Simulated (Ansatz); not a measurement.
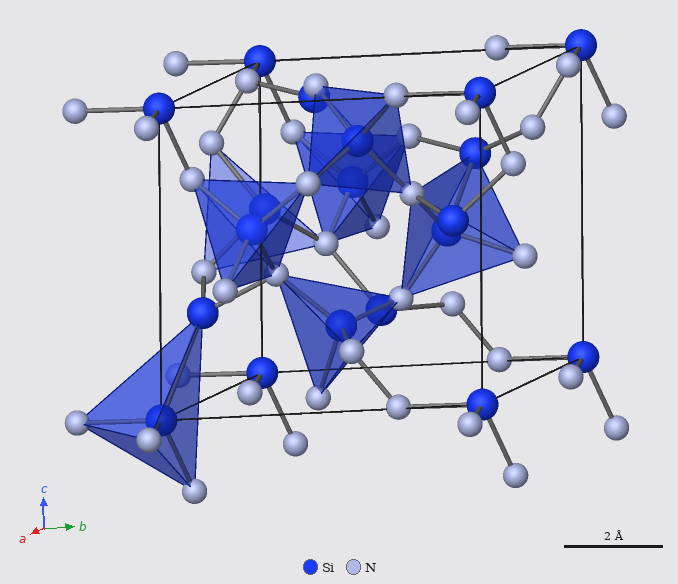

An orthographic polyhedral view of the structure, slightly off an axis. The edges of the simulation cell are marked. A few atoms beyond the faces are included.

Si$_{11}$N$_{12}$, a = 6.28 Å, b = 6.83 Å, c = 6.53 Å, α = 85.05°, β = 88.71°, γ = 95.40°.

Level of theory and settings: DFT PBE, scalar-relativistic, plane waves, PAW in Ansatz 0.2.0, a 420 eV plane-wave basis, 4×4×4 k-mesh, Gaussian smearing of 0.02 eV, no spin polarisation.

What does the calculation say: metal or gapped?

A semiconductor at this level, with a gap of 1.47 eV on the k-mesh (the true edges may lie between mesh points, so the gap can be somewhat smaller).

State the hydrostatic pressure.

The computed pressure is 0.0 GPa, close to zero.

The model was built from a structure type filled with these elements by a generator (whether the compound takes this form wasn't checked). Earlier steps of the study may have refined or changed the cell and positions. It was the input of a calculation with Ansatz.
